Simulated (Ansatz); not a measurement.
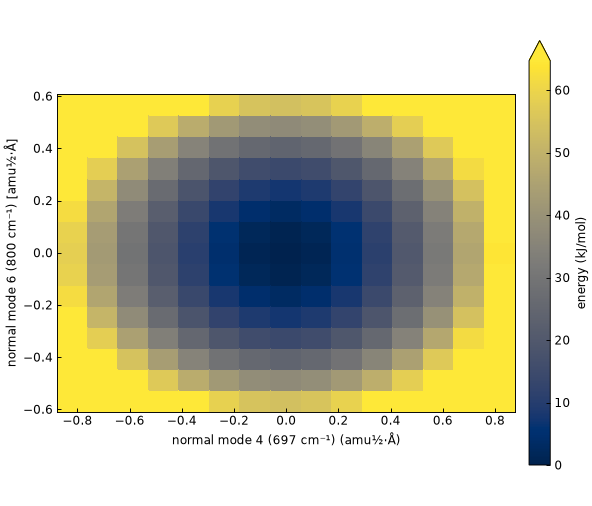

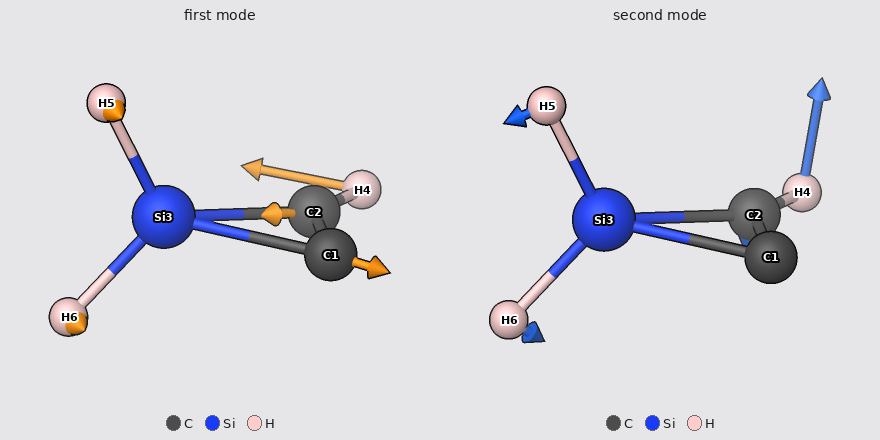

Energy landscape of C2H3Si, SMILES [C]1=C[SiH2]1, spin multiplicity 2. 
- Coordinates scanned: (1) normal mode 4 (697 cm⁻¹); (2) normal mode 6 (800 cm⁻¹).
- Nothing is relaxed (straight displacements along the two mass-weighted modes).
- The scan uses a 15 × 15 grid; 120 points were computed and 105 follow by symmetry.
- All energies are given in kJ/mol relative to the lowest grid point.
- Theory: UHF/def2-TZVP in Ansatz.

Drawn: one coloured cell a grid point, one colour for all values above the top of the scale. The second picture is the structure at the lowest point

### What does the map say about the system?

The lowest grid point is at normal mode 4 (697 cm⁻¹) = 0.000 amu½·Å, normal mode 6 (800 cm⁻¹) = 0.000 amu½·Å. It is the only kind of minimum in the scanned range. The highest grid point, normal mode 4 (697 cm⁻¹) = 0.819 amu½·Å, normal mode 6 (800 cm⁻¹) = −0.568 amu½·Å, lies 120 kJ/mol above the lowest.

The values on the grid:

```tsv
normal mode 6 (800 cm⁻¹) ↓, normal mode 4 (697 cm⁻¹) →	−0.819	−0.702	−0.585	−0.468	−0.351	−0.234	−0.117	0.000	0.117	0.234	0.351	0.468	0.585	0.702	0.819
0.568	114	98	84	73	65	59	55	54	55	59	66	75	87	102	120
0.487	98	81	68	57	48	42	38	37	39	42	49	58	70	85	104
0.406	84	68	55	44	35	29	25	24	25	29	36	45	57	72	90
0.325	74	58	45	34	25	19	16	14	16	19	26	35	47	62	80
0.243	67	51	37	27	18	12	9	8	9	12	19	28	40	54	73
0.162	62	46	33	22	14	8	4	3	4	8	14	23	35	50	68
0.081	59	43	30	20	11	5	2	1	2	6	12	21	32	47	65
0.000	58	42	29	19	11	5	1	0	1	5	11	20	31	46	64
−0.081	59	43	30	20	11	5	2	1	2	6	12	21	32	47	65
−0.162	62	46	33	22	14	8	4	3	4	8	14	23	35	50	68
−0.243	67	51	37	27	18	12	9	8	9	12	19	28	40	54	73
−0.325	74	58	45	34	25	19	16	14	16	19	26	35	47	62	80
−0.406	84	68	55	44	35	29	25	24	25	29	36	45	57	72	90
−0.487	98	81	68	57	48	42	38	37	39	42	49	58	70	85	104
−0.568	114	98	84	73	65	59	55	54	55	59	66	75	87	102	120
```

The input of one point:

```yaml
crystal:
  periodic: [false, false, false]
  atoms:
    - { symbol: C, position_ang: [0.803689, -0.975094, 0.453028] }
    - { symbol: C, position_ang: [-0.34311, -1.050613, -0.143495] }
    - { symbol: Si, position_ang: [0.198283, 0.699684, 0.079783] }
    - { symbol: H, position_ang: [-1.081213, -1.735814, -0.505805] }
    - { symbol: H, position_ang: [0.771021, 1.494464, -1.013301] }
    - { symbol: H, position_ang: [-0.348669, 1.567373, 1.129779] }
magnetization:
  spin_polarized: true
  initial_magnetization: 1
basis:
  gaussian: { orbitals: def2-TZVP }
hamiltonian:
  xc: hf
output:
  forces: true
```

Each point was launched as `ansatz run input.yaml --threads 1 --pin off --max-ram 2560MiB --backend cpu --events-out ev --progress --plain --runs-dir out`. The whole map (120 points run) took 19 min on 1 thread of Arm Neoverse N1, with other jobs on the host.
